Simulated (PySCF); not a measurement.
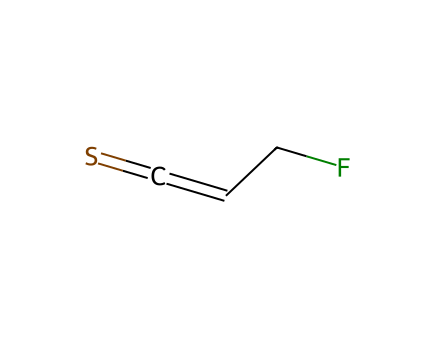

The drawing above gives the connectivity. Computed geometry: PBE0-D3(BJ)/def2-SVP optimisation. No frequency run is at hand to confirm it as a minimum.

What does the molecule look like in three dimensions?

The molecule is C₃H₃FS. Its SMILES string is `FCC=C=S`. It has no ring. Among its groups: C–F bond. This geometry has C1 symmetry. Coordination: 1 C tetrahedral; 1 C trigonal planar; 1 C linear.

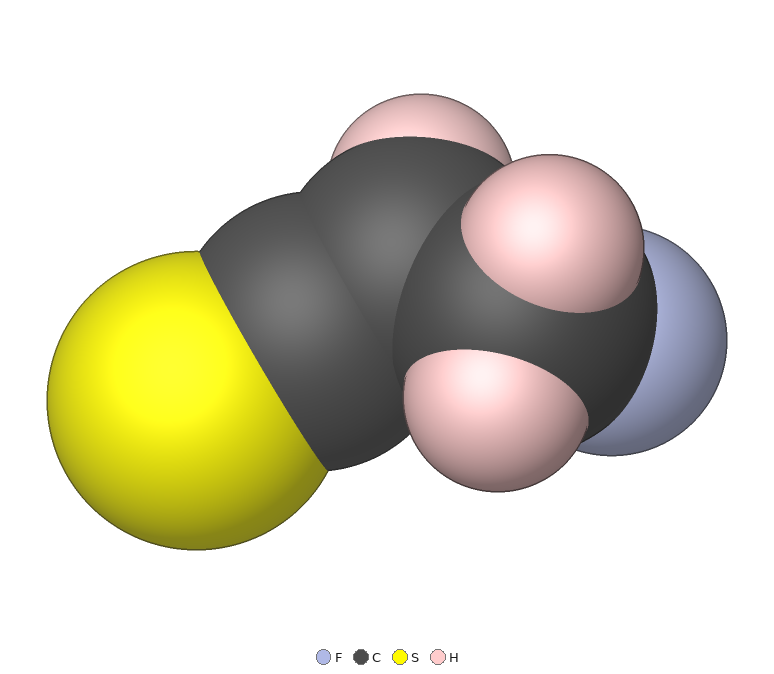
